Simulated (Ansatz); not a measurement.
## Electronic structure of C2H9NSi2 (SMILES C=C[SiH2]N[SiH3]) in real space

Input

```
crystal:
  periodic: [false, false, false]
  atoms:
    - {symbol: C, position_ang: [-2.888223, -0.554073, -0.062069]}
    - {symbol: C, position_ang: [-1.746831, -0.111691, -0.584186]}
    - {symbol: Si, position_ang: [-0.093441, -0.779612, -0.063337]}
    - {symbol: N, position_ang: [0.923782, 0.456753, 0.584172]}
    - {symbol: Si, position_ang: [2.526514, 0.905919, 0.132734]}
    - {symbol: H, position_ang: [-2.899942, -1.333158, 0.696124]}
    - {symbol: H, position_ang: [-3.857727, -0.167278, -0.364746]}
    - {symbol: H, position_ang: [-1.793737, 0.672795, -1.338710]}
    - {symbol: H, position_ang: [0.650622, -1.352170, -1.215293]}
    - {symbol: H, position_ang: [-0.379719, -1.855313, 0.929216]}
    - {symbol: H, position_ang: [0.524722, 0.980090, 1.352104]}
    - {symbol: H, position_ang: [2.907658, 0.084117, -1.042049]}
    - {symbol: H, position_ang: [2.605706, 2.349672, -0.224817]}
    - {symbol: H, position_ang: [3.507517, 0.674748, 1.229755]}
basis:
  gaussian: {orbitals: def2-TZVPP}
hamiltonian: {xc: pbe0, dispersion: d4}
output: {orbitals: {seedname: orbitals}}
```

Launched as:

```sh
ansatz run in.yaml --threads 4 --pin off --events-out ev --progress --plain --max-ram 10444MiB
```

Geometry: PBE0-D4/def2-TZVP.

The calculation used RKS PBE0-D4/def2-TZVPP (Ansatz).

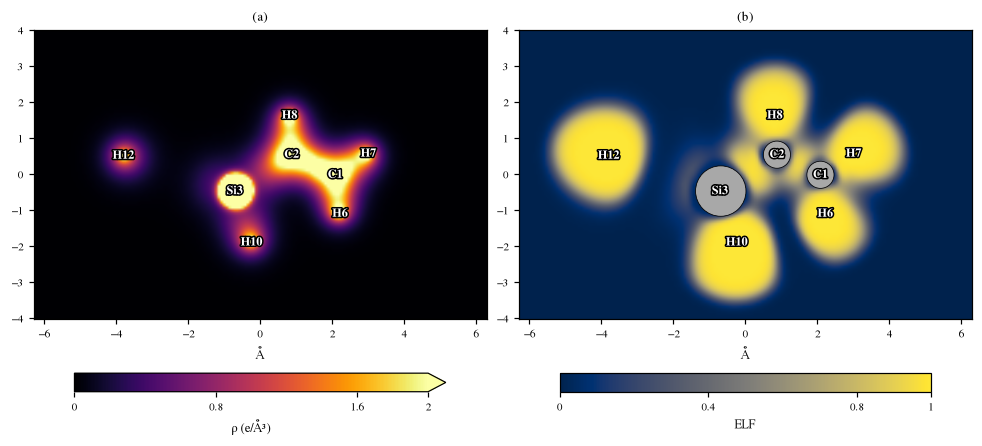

Figure 1. (a) electron density; (b) electron localisation function on the plane of atoms H6, C1 and H7. Grey discs cover the atomic cores in the ELF map.

### What does the map show?

Atoms in the plane: C, Si and H.
C–C (1.33 Å): ρ is about 2.4 e/Å³ halfway; the ELF peaks at about 0.90 between the atoms; a multiple bond.
C–Si (1.86 Å): ρ at the midpoint is about 1 e/Å³; the ELF peaks at about 0.95 between the atoms: localised, covalent bonding.
C–H (1.09 Å): ρ at the midpoint is about 2.1 e/Å³; the ELF climbs to about 1 towards the hydrogen, as it does in any bond to H (a covalent bond by its length).
Si–H (1.49 Å): ρ is about 0.8 e/Å³ halfway; the ELF climbs to about 1 towards the hydrogen.

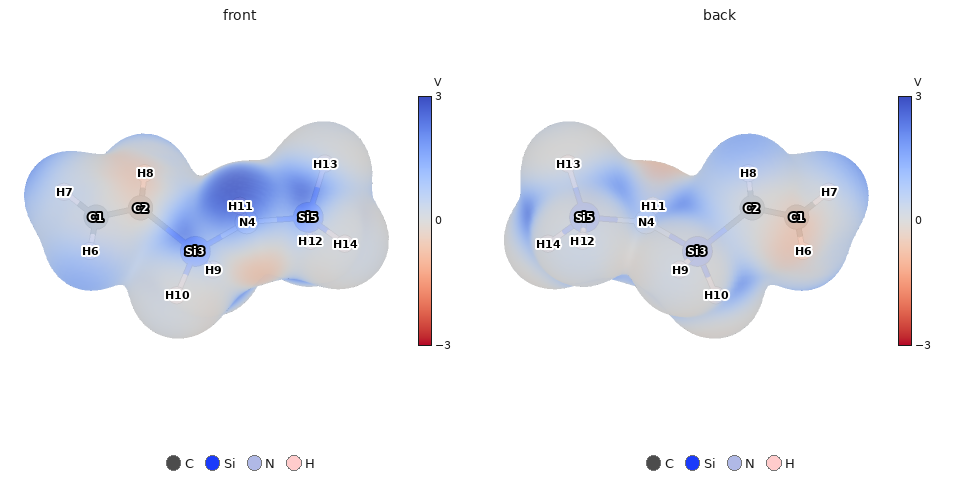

Figure 2. The electrostatic potential painted on the density surface at 0.004 e/bohr³, seen from the front and from behind; the colour scale runs from red (negative) to blue (positive).

### Describe the electrostatic potential map.

The most negative region (about −0.6 V) lies over C1, C2 and N4, the most positive (about +2.6 V) over H11.

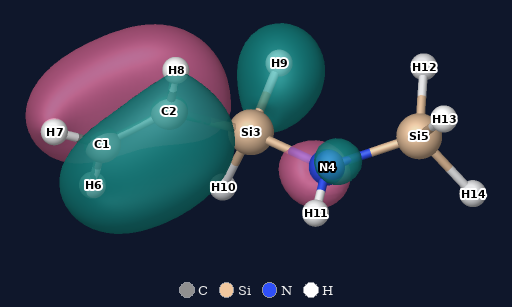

Figure 3. The HOMO−1 at ±0.08 Å⁻³ᐟ² (teal and pink are the two phases), seen from one side.

### Describe this orbital and give its energy.

Its weight (Hirshfeld) is mainly on C2 (about 40 %) and C1 (about 40 %); π-bonding across C2–C1. Its energy is −8.14 eV.
